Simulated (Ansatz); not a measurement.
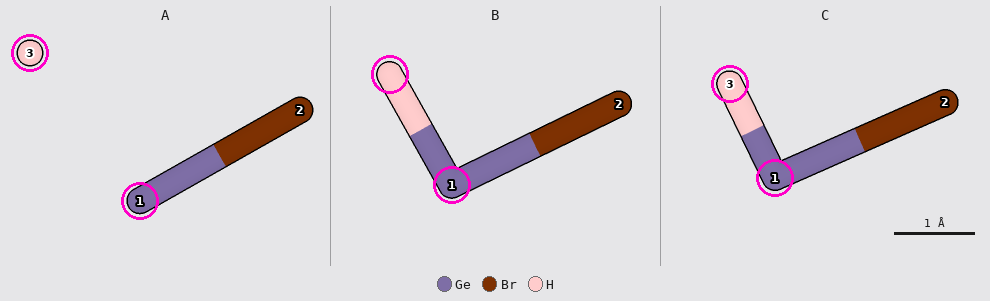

Energy scan for GeHBr, in which the Ge1–H3 distance is varied, with all other coordinates relaxed. The picture is a stick view, seen face on. The ringed atoms are those of the scanned coordinate.

Computed with Ansatz: CCSD(T), basis def2-TZVPP, on geometries relaxed under the constraint at PBE0-D4/def2-TZVP. Coupled cluster with a frozen core. Energies are counted from the PBE0-D4/def2-TZVP minimum geometry at the same level.

### Order these geometries by energy, lowest first.

Lowest first: B (the distance 1.598 Å, 0.0 kJ/mol), C (the distance 1.311 Å, 76.9 kJ/mol), A (the distance 2.318 Å, 136.7 kJ/mol). Over the whole scan: of the computed points the lowest is at the distance 1.592 Å, −0.1 kJ/mol. The curvature at the lowest point is about 14 eV/Å² (2.2 mdyn/Å). The well is steeper on the short side, as for any bond. At 1.311 Å to 2.318 Å the mean-field solution behind CCSD(T) isn't stable (a lower one of broken symmetry exists), so those energies are less reliable.
